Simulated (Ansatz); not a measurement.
How methods differ on SnH3F (SMILES [F][SnH3])

SnH3F has 5 atoms, charge 0, and is taken as a singlet. As SMILES, `[F][SnH3]`. The shape is that of a PBE0-D4/def2-TZVP optimisation.

```xyz
5

F    -1.2850    0.7183    1.0050
Sn    0.1004   -0.0659   -0.0790
H    -0.5284   -0.0548   -1.6591
H     0.3189   -1.6265    0.5606
H     1.4441    0.9552    0.1310
```

Quantity: the energy change with the Sn2–H4 bond stretched from 1.701 to 2.551 Å, in eV. The values are calculated.

```csv
level,kind,program,value (eV),less CCSD(T)/STO-3G,CPU time (all runs)
revPBE/STO-3G (restricted),GGA,Ansatz,2.66,-0.11,3.2 s
r2SCAN/STO-3G (restricted),meta-GGA,Ansatz,2.96,+0.19,7.4 s
r2SCAN0/STO-3G (restricted),hybrid meta-GGA,Ansatz,3.26,+0.49,7.5 s
HSE06/STO-3G (restricted),range-separated hybrid,Ansatz,3.10,+0.33,4 s
wB97M-V/STO-3G (restricted),range-separated hybrid,Ansatz,3.28,+0.51,41 s
B2PLYP/STO-3G (restricted),double hybrid,Ansatz,3.18,+0.41,4.8 s
RPA@PBE/STO-3G (restricted),RPA,Ansatz,2.78,+0.01,5.6 s
MP2/STO-3G (restricted),perturbation theory,Ansatz,3.36,+0.59,0.98 s
CCSD(T)/STO-3G (restricted),coupled cluster or CI,Ansatz,2.77,0.00,1.1 s
CCSDTQ/STO-3G (restricted),coupled cluster or CI,Ansatz,2.76,-0.01,34 s
```

Differences are taken from CCSD(T)/STO-3G (restricted) for orientation; it has basis-set and higher-order errors of its own. All-electron rows without a relativistic Hamiltonian named are non-relativistic. The first shape isn't each level's own minimum. The values span 2.66 to 3.36 eV. All rows use very small basis sets, so none should be taken for the real molecule's value. In the correlated wave-function rows the outer d shell of Sn is correlated, in sets not made for it. In so small a basis fixed costs decide the times, and correlated methods can beat functionals. Times are those of the runs behind each value, whatever else they computed, on shared processors of several kinds: orders of magnitude only.

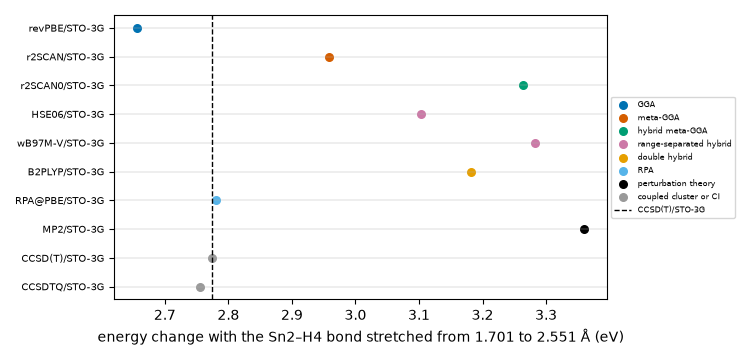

The values of the table, level by level.
